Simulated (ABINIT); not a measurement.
**A GW chain in ABINIT: Cs2AgSbBr6 (Fm-3m)**

Aim: the G0W0 gap of Cs2AgSbBr6 (Fm-3m) on PBEsol, step by step.

Main program and level: ABINIT 10.8.3; PBEsol and many-body steps on it, plane waves.

**Experimental background.**

- Gap 2.18 eV: indirect optical gap from Tauc plot; photothermal deflection spectroscopy; film (solution-processed film on quartz, about 200 nm thick) (“Bandgap Lowering in Mixed Alloys of Cs2Ag(SbxBi1-x)Br6 Double Perovskite Thin Films”, 2020, arxiv:2007.00388).

This is a report of a sequence of runs, with most program output left out.

## Step 1: The starting structure

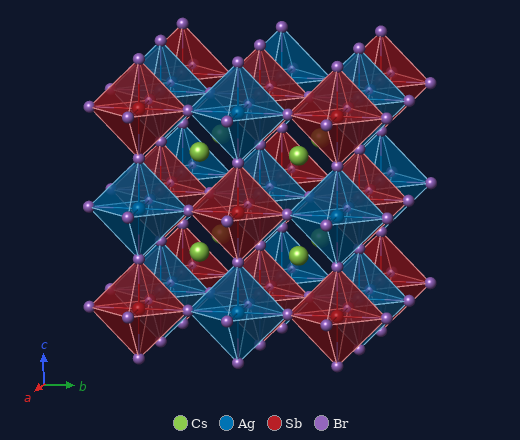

The cell as given, slightly off an axis (caesium green, silver blue, antimony red, bromine purple). This picture shows the conventional cell, with its axes. Some periodic images of atoms are drawn too.

The cell and positions are those that the Materials Project relaxed with its own functionals (PBE, PBE+U or r2SCAN), kept fixed. Spin-orbit coupling is left out unless a step names it.

## Step 2: Ground state

This step: ABINIT 10.8.3; DFT, PBEsol, plane waves, norm-conserving pseudopotentials.

The ground-state density comes first.

run.abi

```
acell 3*1.0 Angstrom
rprim 
  0.000000000000 5.689253000000 5.689253000000
  5.689253000000 0.000000000000 5.689253000000
  5.689253000000 5.689253000000 0.000000000000
ntypat 4
znucl 55 47 51 35
natom 10
typat 1 1 2 3 4 4 4 4 4 4
xred 
  0.750000000000 0.750000000000 0.750000000000
  0.250000000000 0.250000000000 0.250000000000
  0.500000000000 0.500000000000 0.500000000000
  0.000000000000 0.000000000000 0.000000000000
  0.751554000000 0.248446000000 0.248446000000
  0.248446000000 0.248446000000 0.751554000000
  0.248446000000 0.751554000000 0.751554000000
  0.248446000000 0.751554000000 0.248446000000
  0.751554000000 0.248446000000 0.751554000000
  0.751554000000 0.751554000000 0.248446000000
pp_dirpath "pseudos"
pseudos "Cs.upf, Ag.upf, Sb.upf, Br.upf"
ecut 40
ngkpt 4 4 4
nshiftk 1
shiftk 0 0 0
kptopt 1
chksymbreak 0
nband 90
occopt 1
tolvrs 1e-08
nstep 60
prtwf 0
optforces 0
optstress 0
indata_prefix "in"
outdata_prefix "out"
tmpdata_prefix "tmp"
```

On the command line:

```
OMP_NUM_THREADS=1 mpirun -n 4 abinit run.abi > log
```

Elapsed: 10 min, on 4 MPI ranks of Arm Neoverse V2, shared host; peak memory 1.5 GiB.

This step gave:

* total energy: -34463.0423 eV
* gap: 0.8123 eV
* k of the valence top: 0.5, 0.5, 0
* k of the conduction bottom: 0.5, 0, 0
* least direct gap: 1.965 eV

The gap is indirect, with the least direct gap 1.15 eV higher.

## Step 3: Bands along the symmetry lines

The cheap functional maps the bands first; the places of the edges decide which points the dearer methods must see.

run.abi: that of step 2 with these lines changed.

```diff
@@ -23,14 +23,34 @@
 ecut 40
-ngkpt 4 4 4
-nshiftk 1
-shiftk 0 0 0
-kptopt 1
-chksymbreak 0
-nband 90
-occopt 1
-tolvrs 1e-08
-nstep 60
+iscf -2
+irdden 1
+kptopt 0
+nkpt 20
+kpt 
+  0.00000000 0.00000000 0.00000000
+  0.16666667 0.00000000 0.16666667
+  0.33333333 0.00000000 0.33333333
+  0.50000000 0.00000000 0.50000000
+  0.54166667 0.08333333 0.54166667
+  0.58333333 0.16666667 0.58333333
+  0.62500000 0.25000000 0.62500000
+  0.37500000 0.37500000 0.75000000
+  0.25000000 0.25000000 0.50000000
+  0.12500000 0.12500000 0.25000000
+  0.00000000 0.00000000 0.00000000
+  0.16666667 0.16666667 0.16666667
+  0.33333333 0.33333333 0.33333333
+  0.50000000 0.50000000 0.50000000
+  0.50000000 0.41666667 0.58333333
+  0.50000000 0.33333333 0.66666667
+  0.50000000 0.25000000 0.75000000
+  0.50000000 0.16666667 0.66666667
+  0.50000000 0.08333333 0.58333333
+  0.50000000 0.00000000 0.50000000
+istwfk *1
+nband 88
+nbdbuf 2
+tolwfr 1e-08
+nstep 40
 prtwf 0
-optforces 0
-optstress 0
+prtvol 0
 indata_prefix "in"
```

The job ended after 11 min (4 MPI ranks; peak memory 1.5 GiB).

This step gave:

```
gap                        : 0.8123 eV
k of the valence top       : 0.5, 0, 0.5
k of the conduction bottom : 0.5, 0.5, 0.5
least direct gap           : 1.842 eV
```

The gap is 0.812 eV, as in the run before at this level.

The electronic bands at the labelled points (eV, zero at the top of the highest filled band):

| point | band 78 | band 79 | band 80 | band 81 | band 82 | band 83 | band 84 | band 85 |
| --- | --- | --- | --- | --- | --- | --- | --- | --- |
| Γ | -1.25 | -1.25 | -0.96 | -0.96 | 1.89 | 1.89 | 1.89 | 3.39 |
| X | -1.60 | -1.26 | -0.96 | 0.00 | 2.31 | 2.31 | 2.63 | 3.79 |
| U | -1.57 | -1.44 | -1.21 | -0.19 | 1.83 | 2.55 | 2.77 | 4.51 |
| jump to K | -1.57 | -1.44 | -1.21 | -0.19 | 1.83 | 2.55 | 2.77 | 4.51 |
| Γ | -1.25 | -1.25 | -0.96 | -0.96 | 1.89 | 1.89 | 1.89 | 3.39 |
| L | -1.52 | -1.36 | -1.36 | -1.17 | 0.81 | 3.14 | 3.14 | 4.70 |
| W | -1.49 | -1.49 | -1.44 | -0.10 | 2.11 | 2.49 | 2.49 | 4.67 |
| X | -1.60 | -1.26 | -0.96 | 0.00 | 2.31 | 2.31 | 2.63 | 3.79 |

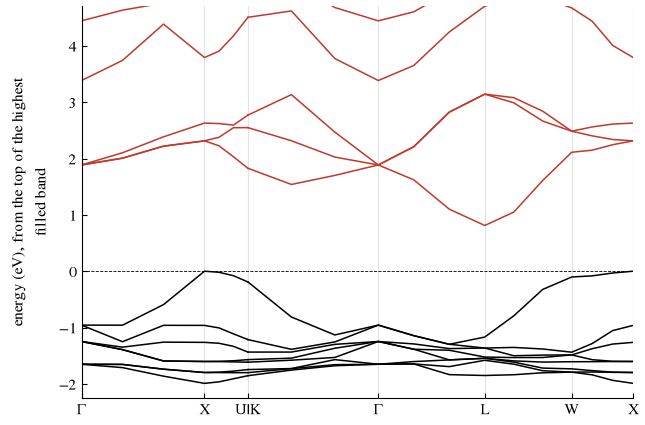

Electronic bands along the path; lines of filled and empty bands in two colours.

## Step 4: Empty states on the mesh, 2×2×2 mesh, 250 bands

The sums over transitions need many empty states on a uniform mesh; this step solves for them.

run.abi

```
acell 3*1.0 Angstrom
rprim 
  0.000000000000 5.689253000000 5.689253000000
  5.689253000000 0.000000000000 5.689253000000
  5.689253000000 5.689253000000 0.000000000000
ntypat 4
znucl 55 47 51 35
natom 10
typat 1 1 2 3 4 4 4 4 4 4
xred 
  0.750000000000 0.750000000000 0.750000000000
  0.250000000000 0.250000000000 0.250000000000
  0.500000000000 0.500000000000 0.500000000000
  0.000000000000 0.000000000000 0.000000000000
  0.751554000000 0.248446000000 0.248446000000
  0.248446000000 0.248446000000 0.751554000000
  0.248446000000 0.751554000000 0.751554000000
  0.248446000000 0.751554000000 0.248446000000
  0.751554000000 0.248446000000 0.751554000000
  0.751554000000 0.751554000000 0.248446000000
pp_dirpath "pseudos"
pseudos "Cs.upf, Ag.upf, Sb.upf, Br.upf"
ecut 40
ngkpt 2 2 2
nshiftk 1
shiftk 0 0 0
kptopt 1
chksymbreak 0
iscf -2
irdden 1
istwfk *1
nband 250
nbdbuf 22
tolwfr 1e-09
nstep 60
prtvol 0
indata_prefix "in"
outdata_prefix "out"
tmpdata_prefix "tmp"
```

On the command line:

```
OMP_NUM_THREADS=1 mpirun -n 3 abinit run.abi > log
```

Run time: 8.8 min. Hardware: 3 MPI ranks; peak memory 0.92 GiB; 26 min of CPU time.

Numbers from this step:

* gap: 0.8123 eV
* k of the valence top: 0.5, 0.5, 0
* k of the conduction bottom: 0.5, 0, 0
* least direct gap: 1.981 eV
* k points computed: 3
* lowest point of the top converged band, above the valence top: 27.47 eV

On this mesh the gap is 0.812 eV.

## Step 5: Screening, 2×2×2 mesh, 228 bands, screening to 81.6 eV

The RPA dielectric matrix is built and inverted for each q.

This step: RPA screening on PBEsol, plane waves, norm-conserving pseudopotentials.

run.abi: that of step 4 with these lines changed.

```diff
@@ -28,10 +28,11 @@
 chksymbreak 0
-iscf -2
-irdden 1
 istwfk *1
-nband 250
-nbdbuf 22
-tolwfr 1e-09
-nstep 60
-prtvol 0
+occopt 1
+irdwfk 1
+optdriver 3
+nband 228
+ecuteps 3
+inclvkb 2
+awtr 1
+symchi 1
 indata_prefix "in"
```

On the command line:

```
OMP_NUM_THREADS=1 mpirun -n 4 abinit run.abi > log
```

It took 8.1 min on 4 MPI ranks; peak memory 8.4 GiB.

This step gave:

| Property | Result |
| --- | --- |
| ε∞ with local fields, on this mesh, along the program's q direction | 6.613 |
| the same without local fields | 7.796 |
| plasma frequency | 24.63 eV |
| plane waves in the screening matrix | 609 |

Local fields lower ε∞ by 15 %. On a Γ-centred mesh this coarse the value itself is usually too large, while a short band sum pulls it down.

## Step 6: Self-energy, 2×2×2 mesh, 228 bands, screening to 81.6 eV

The self-energy is evaluated for the states that the input lists, and the levels follow from it, in one-shot runs by the linearised quasiparticle equation.

This step: G0W0 on PBEsol, plane waves, norm-conserving pseudopotentials.

run.abi: that of step 5 with these lines changed.

```diff
@@ -31,8 +31,19 @@
 irdwfk 1
-optdriver 3
+optdriver 4
 nband 228
+gwcalctyp 0
+ecutsigx 40
+symsigma 1
+nkptgw 3
+kptgw 
+  0.5000000000 0.5000000000 0.0000000000
+  0.5000000000 0.0000000000 0.0000000000
+  0.0000000000 0.0000000000 0.0000000000
+bdgw 
+  80 83
+  79 84
+  80 84
 ecuteps 3
-inclvkb 2
-awtr 1
-symchi 1
+irdscr 1
+ppmodel 1
 indata_prefix "in"
```

Wall time 73 s (4 MPI ranks); peak memory 5.8 GiB.

This step gave:

| Property | Result |
| --- | --- |
| G0W0 gap on the points computed | 2.393 eV |
| starting gap on the mesh | 0.8123 eV |
| k of the valence top | 0.5, 0.5, 0 |
| k of the conduction bottom | 0.5, 0, 0 |
| Z at the valence top | 0.791 |
| Z at the conduction bottom | 0.809 |
| least direct G0W0 gap on the computed points | 3.636 eV |

The gap on the mesh goes from 0.81 eV to 2.39 eV, a correction of +1.58 eV.

Limits: finite bands, cutoff and mesh; d shell near the gap, gap tends to lie low; no spin-orbit coupling; coarse k mesh. v1 is the top filled band, c1 the lowest empty one. The levels before and after the correction (eV, zero at the valence-band top of each column):

|  | conduction bottom | valence top |
| --- | --- | --- |
| Kohn-Sham | 0.81 | 0.00 |
| G0W0 | 2.39 | 0.00 |

|  | level | energy (eV) |
| --- | --- | --- |
| Kohn-Sham | (0.5 0.5 0) v2 | -0.962 |
| Kohn-Sham | (0.5 0.5 0) v1 | 0.000 |
| Kohn-Sham | (0.5 0.5 0) c1-c2 | 2.314 |
| Kohn-Sham | (0.5 0 0) v3-v2 | -1.364 |
| Kohn-Sham | (0.5 0 0) v1 | -1.169 |
| Kohn-Sham | (0.5 0 0) c1 | 0.812 |
| Kohn-Sham | (0.5 0 0) c2-c3 | 3.144 |
| G0W0 | (0.5 0.5 0) v2 | -1.125 |
| G0W0 | (0.5 0.5 0) v1 | 0.000 |
| G0W0 | (0.5 0.5 0) c1-c2 | 3.766 |
| G0W0 | (0.5 0 0) v3-v2 | -1.846 |
| G0W0 | (0.5 0 0) v1 | -1.243 |
| G0W0 | (0.5 0 0) c1 | 2.393 |
| G0W0 | (0.5 0 0) c2-c3 | 4.485 |

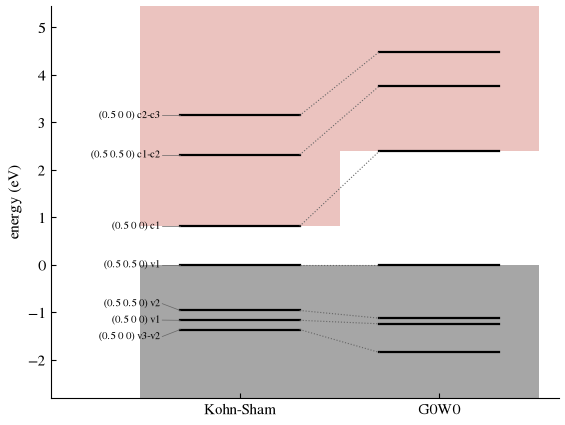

Levels before and after the correction. Shaded: valence and conduction bands.

## Step 7: Where the time went

Times are wall times on the hardware named with each run, good to a factor of about two.

| step | time | share | memory (GiB) |
| --- | --- | --- | --- |
| ground state | 10 min | 26 % | 1.5 |
| bands along the symmetry lines | 11 min | 28 % | 1.5 |
| empty states on the mesh | 8.8 min | 22 % | 0.92 |
| screening | 8.1 min | 20 % | 8.4 |
| self-energy | 73 s | 3 % | 5.8 |

## Step 8: Summary of results

| Quantity | Value |
| --- | --- |
| PBEsol gap | 0.81 eV, indirect |
| G0W0 gap on the mesh | 2.39 eV |
| GW settings | 2×2×2 mesh, 228 bands, screening to 81.6 eV, Godby-Needs plasmon pole |
| known limits | not at the basis limit; d shell near the gap, gap tends to lie low; no spin-orbit coupling; coarse k mesh |

**Reading.** G0W0 moves the gap on the mesh from 0.81 eV to 2.39 eV (+1.58 eV), with Z of 0.79 and 0.81 at the edges. Local fields lower the RPA ε∞ on this mesh from 7.80 to 6.61; a Γ-centred mesh this coarse tends to raise both, most where the direct gap is narrow, while a short band sum lowers them. Against experiment, by G0W0@PBEsol: the gap of 2.39 eV lies +0.21 eV from the measured 2.18 eV (indirect, 2020). The calculation has static nuclei and no excitons; a measured gap holds zero-point and thermal motion, which mostly lowers it. Bands and cutoff are finite, so the gap is not at the basis limit. The miss can reach some tenths of an eV and take either sign; the mesh is an error of its own. The 2×2×2 mesh is coarse for this cell, which bears on the long-range parts of exchange and screening. A d shell, filled or nearly so, lies near the gap. One-shot GW converges very slowly in bands there, not always from below, and on a semilocal start the gap tends to come out low; starts rich in exact exchange can overshoot instead. The many-body steps are scalar-relativistic: spin-orbit coupling is not in them.

[Paths, hosts, dates, memory and timing lines, banners, echoed tables and standing remarks are left out of the program output.]

[Logs are printed without paths, hosts, clocks, repeated set-up lines and the standing remarks that a program may print on its own settings, such as how far it seeks lower states.]

[Runs of the session that timed out or met a known fault of the program may be left out.]

[Hosts, paths, dates, database ids (printed as entryN), source tags and the programs' standing remarks are cut or masked in the printed files.]

[G0W0 gaps are taken among the corrected bands and points alone; a level outside them can change the order at an edge.]

[Where Ansatz stands beside ABINIT at settings called matched, ABINIT's density can come from a denser mesh and the files from another edition; pairs whose starting gaps differed by over 0.03 eV were left out, so agreement reads better than it is.]
